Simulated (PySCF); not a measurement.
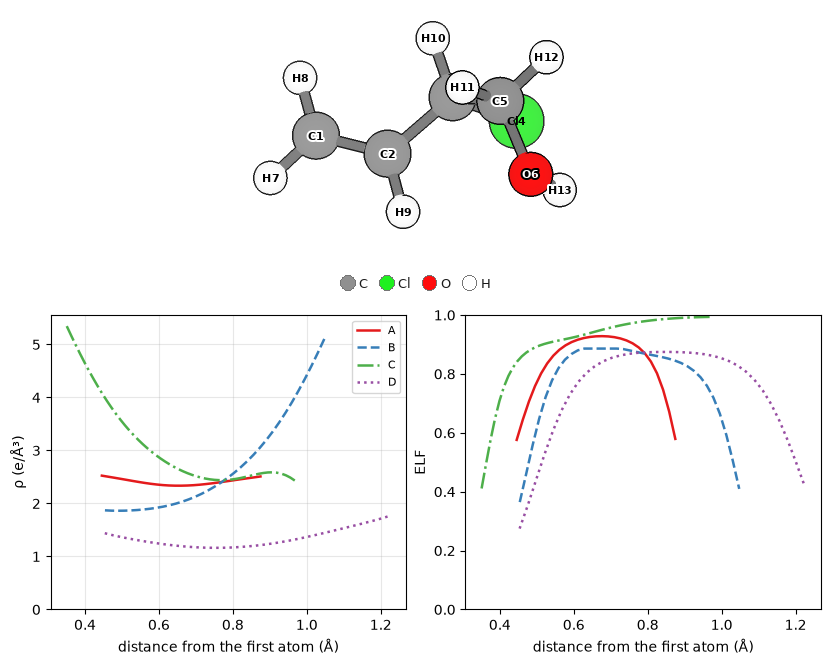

The picture shows: C4H7ClO (SMILES C=C[C@H](Cl)CO). Total electron density and electron localisation function along straight lines between neighbouring atoms. The curves leave out the atomic cores. The structure is drawn too.

Geometry: GFN2-xTB.

Theory: PBE0/pcSseg-1, SCF density, gas phase, non-relativistic (PySCF 2.14.0).

```yaml
atoms:
  - { symbol: C, position_ang: [2.1661, -0.0289, -0.4146] }
  - { symbol: C, position_ang: [0.9505, -0.4238, -0.0839] }
  - { symbol: C, position_ang: [-0.1186, 0.4987, 0.3873] }
  - { symbol: Cl, position_ang: [-0.3831, 0.1933, 2.1558] }
  - { symbol: C, position_ang: [-1.4543, 0.2663, -0.3269] }
  - { symbol: O, position_ang: [-1.9232, -1.0424, -0.1919] }
  - { symbol: H, position_ang: [2.9127, -0.7254, -0.7536] }
  - { symbol: H, position_ang: [2.4640, 1.0058, -0.3616] }
  - { symbol: H, position_ang: [0.6603, -1.4637, -0.1372] }
  - { symbol: H, position_ang: [0.1816, 1.5452, 0.3061] }
  - { symbol: H, position_ang: [-1.3114, 0.4333, -1.3983] }
  - { symbol: H, position_ang: [-2.1928, 0.9903, 0.0483] }
  - { symbol: H, position_ang: [-1.9561, -1.2483, 0.7527] }
```

Question: Which curve belongs to which contact (C–C, C–Cl, C–O and O–H)? The first atom named is at distance zero.

Answer: Curve A: C–C (1.32 Å): ρ at the midpoint is about 2.3 e/Å³; the ELF peaks at about 0.95 between the atoms: a short, multiple covalent bond. Curve B: C–O (1.40 Å): ρ is about 2.1 e/Å³ halfway, with its minimum of 1.9 e/Å³ about 0.5 Å from C; the ELF peaks at about 0.90 between the atoms, as expected for a polar covalent bond. Curve C: O–H (0.97 Å): the density is about 3.7 e/Å³ at the midpoint; the ELF climbs to about 1 towards the hydrogen, as it does in any bond to H: a covalent bond by its length. Curve D: C–Cl (1.81 Å): the density is about 1.2 e/Å³ at the midpoint; the ELF peaks at about 0.85 between the atoms; a shared electron pair.
